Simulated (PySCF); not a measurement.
Molecule: SMILES [SiH](C[Si](C)(C)C)(F)F. Atoms near the plane z = 0.0 Å, at the GFN2-xTB optimised geometry (x, y, z in Å): C4 (1.6, -0.7, 0.0), Si5 (-0.3, -0.7, 0.0), C6 (-0.9, 1.1, 0.0), H10 (2.0, 0.0, 0.8), H11 (2.0, -1.7, 0.3), H12 (-2.0, 1.2, -0.1), H13 (-0.5, 1.7, -0.8), H14 (-0.6, 1.6, 0.9).

Computed with CAM-B3LYP/def2-SVP in PySCF 2.14.0. Cells within 0.4 Å of a nucleus heavier than hydrogen are left out (blank, or x). The values are rescaled to run from 0 to 1.

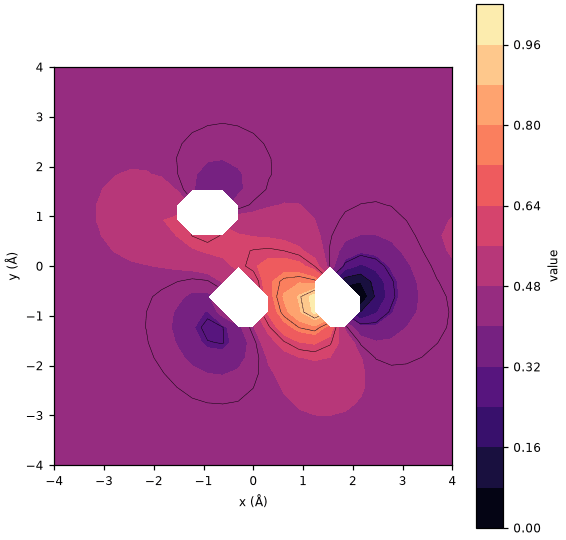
Fig. 1. a field on the plane z = 0.0 Å.

### Question
Which quantity is mapped?
(A) an orbital amplitude
(B) electron localisation function
(C) deformation density (molecule minus spherical neutral atoms)
(D) electrostatic potential

### Answer
A, an orbital amplitude. In full: HOMO amplitude (bohr^(-3/2)).
